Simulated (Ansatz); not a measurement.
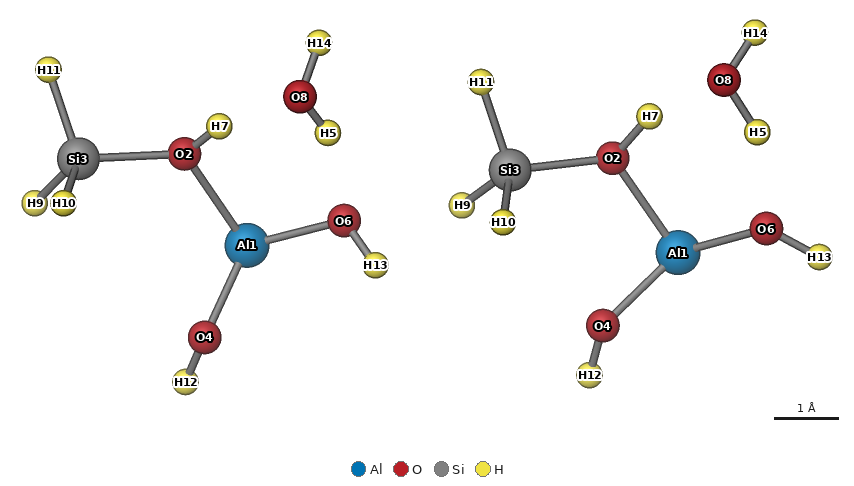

Two geometries of AlSiH$_{8}$O$_{4}$ (multiplicity 2) (started from a transition state, displaced along its imaginary mode), drawn at one scale. One is the start of a relaxation, the other its converged end. Style: ball-and-stick. Shown at a tilt.

All numbers below come from UKS PBE0-D4/def2-TZVP in Ansatz. Set-up: force threshold 0.005 eV/Å; at most 200 steps.

**Which one is relaxed?**

The right one is the relaxed one. The largest move after the best rigid fit is that of O4, 0.49 Å. By element the largest moves are O 0.49 Å, H 0.38 Å, Si 0.20 Å, Al 0.16 Å. Some distances before and after: O2–H7 0.826 → 1.018 Å, H5–O8 0.804 → 0.993 Å, Al1–O2 1.983 → 1.910 Å, Al1–O6 1.730 → 1.766 Å. Bond angles that change, for instance: O2–Al1–O4 103.7° → 92.6°, O4–Al1–O6 111.9° → 119.8°, Si3–O2–H7 125.2° → 117.6°. Groups turn about Al1–O6 by about 70°. The energy falls by 55.3 kcal/mol in 17 accepted moves (21 points after the start). Largest force component: 14 eV/Å at the start, 0.0017 eV/Å at the end. The line search rejected the trial steps at points 5, 8, 12, 14 of the run.
